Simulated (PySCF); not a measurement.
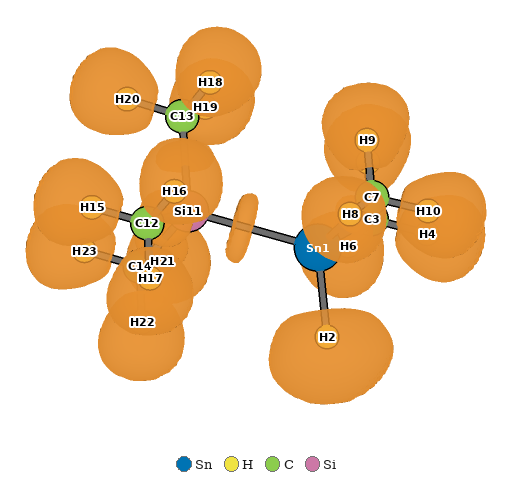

*C₅H₁₆SiSn (SnHMe2(SiMe3)). Isosurface of the electron localisation function at 0.85 (orange), seen from one side. Core shells and regions of very low density are left out.*

Geometry: PBE0-D3(BJ)/def2-SVP; core potentials replace the inner electrons of Sn.

All numbers below come from CAM-B3LYP/def2-SVPD, SCF density, gas phase, scalar-relativistic core potentials on the heavy atoms (PySCF 2.14.0).

The calculation's input:

```
{"job": {"kind": "uv", "xc": "CAM-B3LYP", "basis": "def2-SVPD", "ip": false, "nstates": 10}, "charge": 0, "multiplicity": 1}
Sn     0.666810     1.133645     0.792467
H      0.729980     1.200382     2.518838
C      2.705047     1.169585     0.067383
H      3.213692     2.084178     0.405059
H      2.713619     1.146618    -1.032085
H      3.262461     0.299137     0.442351
C     -0.301963     2.941459     0.101757
H     -1.314559     3.021212     0.522608
H     -0.376167     2.930901    -0.995443
H      0.277937     3.824210     0.407805
Si    -0.575054    -0.970610    -0.026401
C     -2.413238    -0.822410     0.379013
C     -0.359293    -1.121949    -1.896741
C      0.133644    -2.506420     0.811436
H     -2.962470    -1.710680     0.025426
H     -2.855940     0.063834    -0.102125
H     -2.575704    -0.733122     1.464597
H     -0.763454    -0.240401    -2.418694
H      0.703280    -1.219218    -2.169214
H     -0.889257    -2.011909    -2.275007
H      1.207567    -2.621285     0.596165
H      0.012438    -2.454114     1.904604
H     -0.382105    -3.413391     0.454480
```

Command:

```sh
OMP_NUM_THREADS=1 python probes_run.py task.json out
```

Q: Where are the electrons localised?

A: The ELF exceeds this value in three regions between bonded C–Si atoms (shared pairs), one region between bonded Si–Sn atoms (shared pairs), 16 regions around hydrogen nuclei and two lobes of the valence shell of C pointing towards Sn (polar bonds). Profiles from the grid: C–Si (1.89 Å): the ELF peaks at about 0.95 between the atoms (a shared electron pair). C–Sn (2.16 Å): the ELF peaks at about 0.90 in the valence shell of C, 0.7 Å from its nucleus, and drops to about 0.15 between the two atoms.
